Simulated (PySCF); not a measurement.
CH6Ge, SMILES `C[GeH3]`.

Level of theory: PBE/def2-TZVP (PySCF), at a geometry from GFN2-xTB. No frequency check shows the geometry to be a minimum. GFN2-xTB bond lengths at metals and heavier atoms can be off by up to 0.1 Å and shapes distorted, which carries into these values.

Cartesian coordinates (Å):

```
C1      -1.5689    0.0002    0.0000
Ge2      0.3897   -0.0001   -0.0001
H3      -1.9547   -0.5836    0.8320
H4      -1.9546   -0.4284   -0.9220
H5      -1.9543    1.0130    0.0894
H6       0.9345    0.5884    1.2607
H7       0.9341   -1.3865   -0.1207
H8       0.9378    0.8007   -1.1355
```

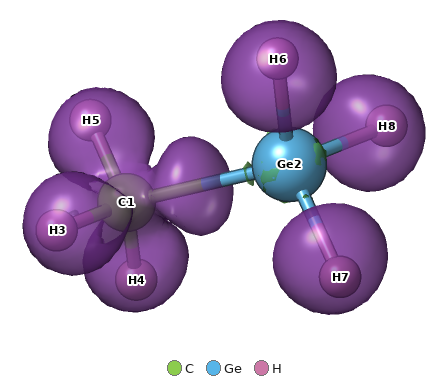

Deformation density (molecule less spherical, spin-averaged free atoms at the same positions), surfaces at ±0.09 e/Å³; purple: gain, green: loss.

Describe the bonding that the map shows.

C1–H3, C1–H5 and C1–H4: +0.66 e/Å³ at the bond critical point (bond length 1.09 Å, Mayer order 1.0). Ge2–H8, Ge2–H7 and Ge2–H6: +0.26 e/Å³ at the bond critical point (bond length 1.49 Å, Mayer order 0.9). C1–Ge2: +0.18 e/Å³ at the bond critical point (bond length 1.96 Å, Mayer order 1.0). In all, 1.6 electrons gather in the regions of gain relative to the promolecule.

Where do the Hirshfeld charges lie?

The highest Hirshfeld charge is on Ge2 (+0.28 e), the lowest on C1 (−0.18 e).
